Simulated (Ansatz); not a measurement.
A series of calculations on H6C2SO2

### Relaxation

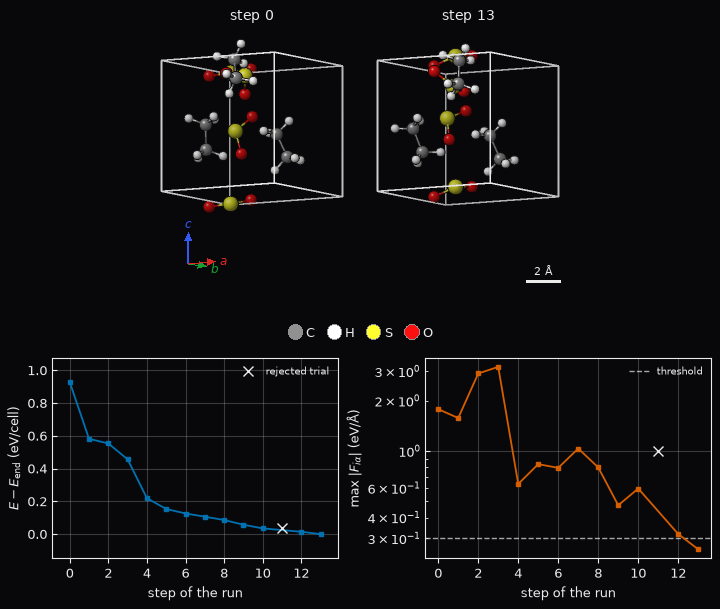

First and last geometry of a relaxation of an amorphous cell of composition H₆C₂SO₂, with the history of the run. The picture is a ball-and-stick view of the cell of the calculation, seen from a free direction.

The cell holds 3 C2H6 + 3 SO2. The run prepares the start of a later molecular dynamics calculation, from a guessed geometry.

The calculation used DFT PBE-D3(BJ), scalar-relativistic, plane waves, PAW (Ansatz). (plane-wave cutoff 420 eV; k-point mesh 1 × 1 × 1; occupations fermi dirac; smearing width 0.02 eV; no spin polarisation; atoms relaxed in a fixed cell; force threshold 0.3 eV/Å; at most 15 steps)

> Read the history and describe the run.

It converged. Over 12 accepted moves (13 points after the start) the energy falls by 0.929 eV per cell of the calculation. The largest force component goes from 1.8 to 0.26 eV/Å. The line search rejected the trial step at point 11 of the run. The largest move is that of an S atom, 1.17 Å along [1 0 2]. Largest moves by element: S 1.17 Å, O 1.01 Å, H 0.85 Å, C 0.66 Å. The cell doesn't change. Near-neighbour distances that change, for instance: O–S 1.477 → 1.451 Å, C–H 1.093 → 1.097 Å. Among the angles between lasting bonds that change: O–S–O 119.8° → 116.8°. Cost: 67 s on 1 thread of Arm Neoverse V1, with other jobs on the host, peak memory 0.5 GiB.

```csv
step,"E − E(0), meV/atom","largest force component, eV/Å",note
0,0.00,1.7822,
1,-10.50,1.5766,
2,-11.36,2.9130,
3,-14.30,3.1910,
4,-21.49,0.6356,
5,-23.48,0.8353,
6,-24.32,0.7934,
7,-24.91,1.0359,
8,-25.52,0.7984,
9,-26.40,0.4738,
10,-27.07,0.5969,
11,-26.99,1.0035,rejected
12,-27.70,0.3189,
13,-28.14,0.2583,
```

Limits of the set-up: the periodic images lie only 7.9 Å apart, so the values are limited by the cell's size.

### Dynamics

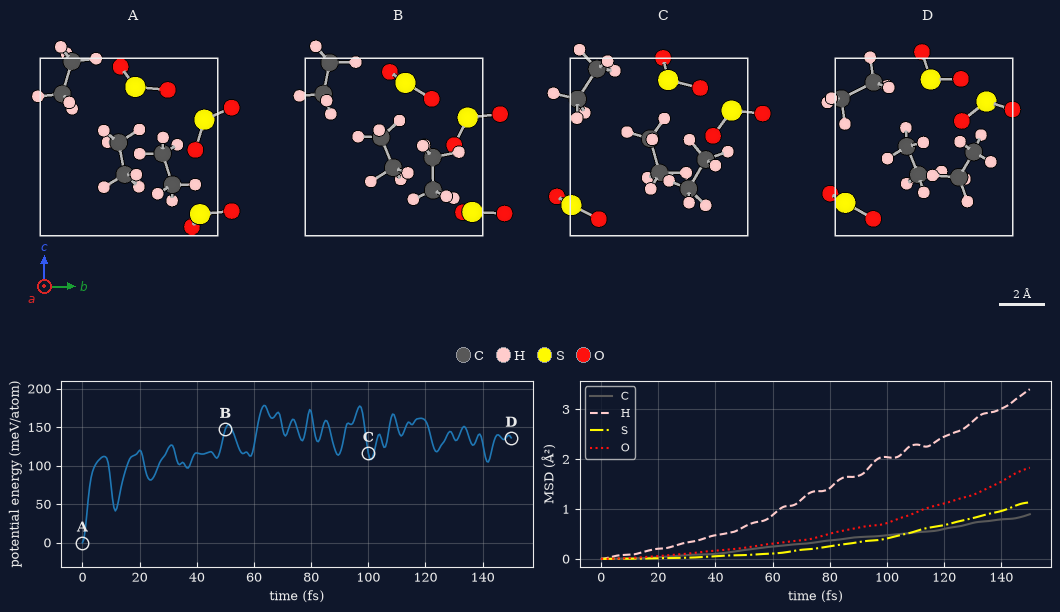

Molecular dynamics of a periodic cell with 3 C2H6 + 3 SO2 at 0.942 g/cm³, 150 fs long. Frames (A at 0 fs, B at 50 fs, C at 100 fs, D at 150 fs) and the history of the run. A ball-and-stick model of the simulation cell, seen along the a axis. Atoms that leave the cell re-enter on the other side.

Level of theory: DFT PBE-D3(BJ), scalar-relativistic, plane waves, PAW (Ansatz 0.2.0). Settings: plane-wave cutoff 420 eV; k-point mesh 1 × 1 × 1; Fermi-Dirac smearing 0.02 eV; Langevin thermostat (NVT); set temperature 1500 K; time step 0.5 fs; friction 0.02 per fs.

Question: What do the frames and curves show?

Answer: Root-mean-square distances from the starting positions over the second half, with the common drift of all atoms taken out: H 1.52 Å, O 1.01 Å, S 0.78 Å, C 0.76 Å. The heavy atoms stay within a fraction of a molecule's size of their starting places; so short a run doesn't tell a liquid from a solid. Over the second half the temperature averages 1633 K (spread ±141 K). The potential energy in the second half lies on average 141 meV per atom above the first frame.

Limits of the set-up: the periodic images lie only 7.9 Å apart, so the values are limited by the cell's size.

### Energy conservation

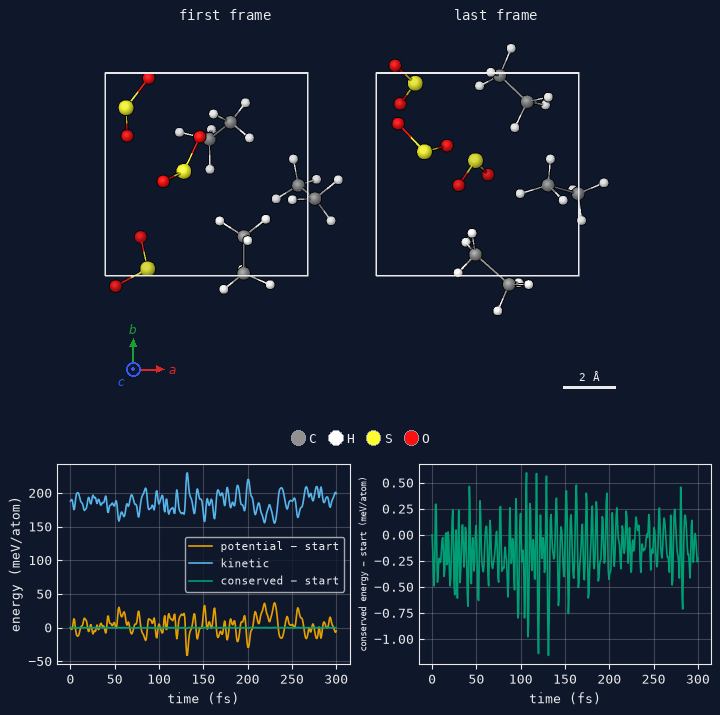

Molecular dynamics of a periodic cell with 3 C2H6 + 3 SO2 at 0.942 g/cm³, 300 fs long. It starts from the last geometry of an earlier run, with fresh velocities. A ball-and-stick model of the simulation cell, seen along the c axis.

Level of theory: Ansatz, DFT PBE-D3(BJ), scalar-relativistic, plane waves, PAW. Set-up: plane-wave cutoff 420 eV; k-point mesh 1 × 1 × 1; Fermi-Dirac smearing 0.02 eV; Nosé-Hoover thermostat (NVT); set temperature 1500 K; time step 0.75 fs; thermostat time 200.0 fs.

**Check the integration.**

The conserved quantity stays between −1.2 and 0.6 meV per atom of its start. A straight-line fit has a slope that amounts to +0.13 meV per atom over 300 fs (under 0.1 % of the mean kinetic energy), and the ripple about it is 2.1 % of the kinetic energy's fluctuation. With a drift under 2 % and a ripple under 7 %, the integration is accurate. Over the second half the temperature averages 1495 K (spread ±113 K). The potential energy in the second half lies on average 4.4 meV per atom above the first frame.

Limits of the set-up: the periodic images lie only 7.9 Å apart, so the values are limited by the cell's size.

Cost: 21 min on 1 thread of Arm Neoverse V1 (shared host), peak memory 0.48 GiB.
